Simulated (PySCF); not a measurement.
**C₂H₇B₂FS₂ (SMILES CBSBSCF): density, localisation and related maps**

```yaml
atoms:
  - { symbol: C, position_ang: [3.3269, 0.2971, 0.6119] }
  - { symbol: B, position_ang: [1.7624, 0.2104, 0.5672] }
  - { symbol: S, position_ang: [0.9712, -0.6968, -0.7634] }
  - { symbol: B, position_ang: [-0.7948, -0.5942, -0.4974] }
  - { symbol: S, position_ang: [-1.5698, 0.2915, 0.8437] }
  - { symbol: C, position_ang: [-3.3403, 0.0186, 0.4687] }
  - { symbol: F, position_ang: [-3.6755, 0.5095, -0.7513] }
  - { symbol: H, position_ang: [3.8042, 0.0736, -0.3392] }
  - { symbol: H, position_ang: [3.6773, 1.2687, 0.9545] }
  - { symbol: H, position_ang: [3.7066, -0.4279, 1.3339] }
  - { symbol: H, position_ang: [1.0864, 0.6929, 1.3926] }
  - { symbol: H, position_ang: [-1.4774, -1.1504, -1.2630] }
  - { symbol: H, position_ang: [-3.5615, -1.0511, 0.4755] }
  - { symbol: H, position_ang: [-3.9163, 0.5576, 1.2242] }
```

Geometry: GFN2-xTB.

Level of theory: B3LYP/def2-SVPD, SCF density, gas phase in PySCF 2.14.0.

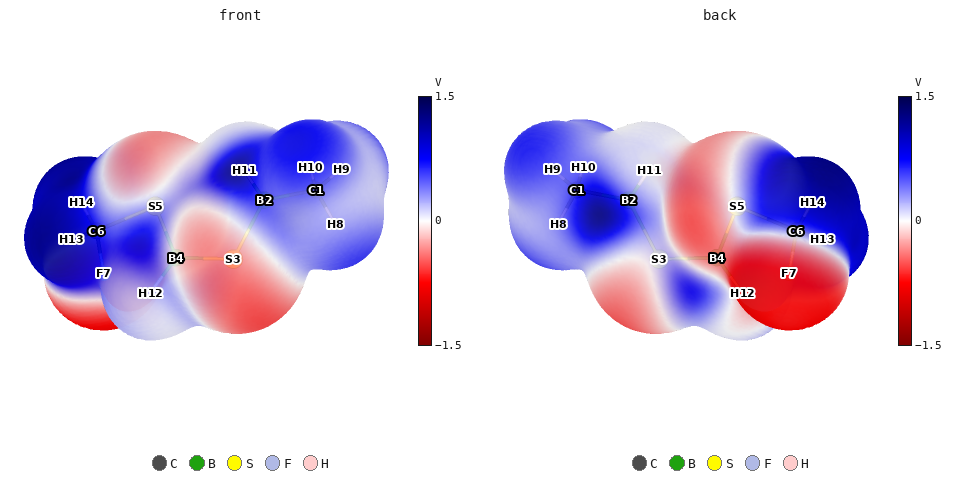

Figure 1. The molecular electrostatic potential painted on the density surface at 0.002 e/bohr³, seen from the front and from behind; the colour scale runs from red (negative) to blue (positive).

Q: Which sites attract a positive test charge, and which a negative one?

A: A positive charge is drawn to the negative regions and a negative charge to the positive ones. The most negative region (about −0.8 V) lies over F7, the most positive (about +1.2 V) over B2, H13 and H14.

Q: What dipole moment does the calculation give?

A: Its dipole moment is 1.68 D.

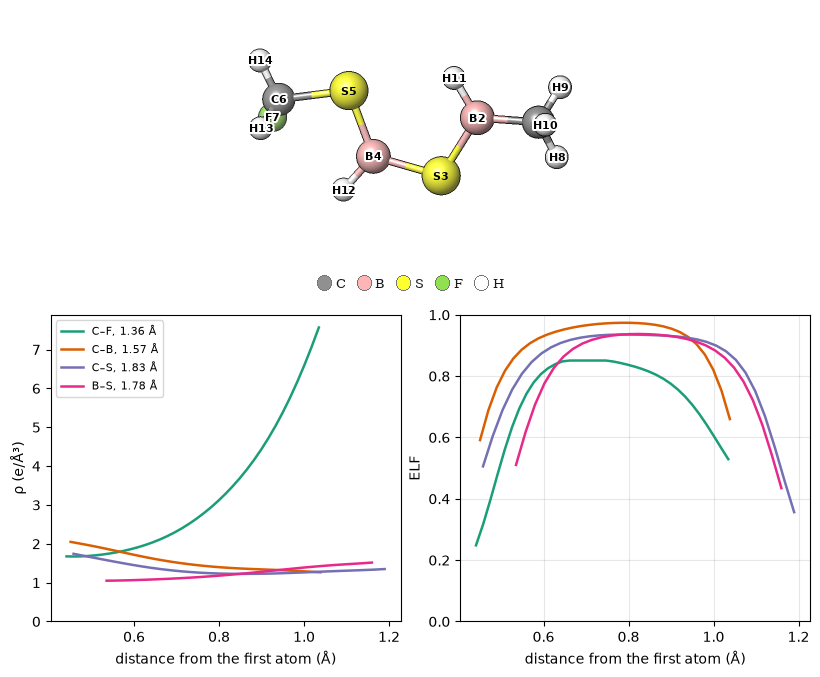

Figure 2. Electron density and electron localisation function along straight lines between neighbouring atoms. The curves leave out the atomic cores. The structure is drawn too.

Q: Compare the contacts.

A: C–F (1.36 Å): ρ at the midpoint is about 2.2 e/Å³, with its minimum of 1.7 e/Å³ about 0.5 Å from C; the ELF peaks at about 0.85 between the atoms (a shared but strongly polarised pair).
C–B (1.57 Å): the density is about 1.4 e/Å³ at the midpoint; the ELF peaks at about 1 between the atoms: localised, covalent bonding.
C–S (1.83 Å): ρ at the midpoint is about 1.2 e/Å³; the ELF peaks at about 0.95 between the atoms, as expected for a covalent bond.
B–S (1.78 Å): ρ at the midpoint is about 1.3 e/Å³; the ELF peaks at about 0.95 between the atoms: a covalent bond.
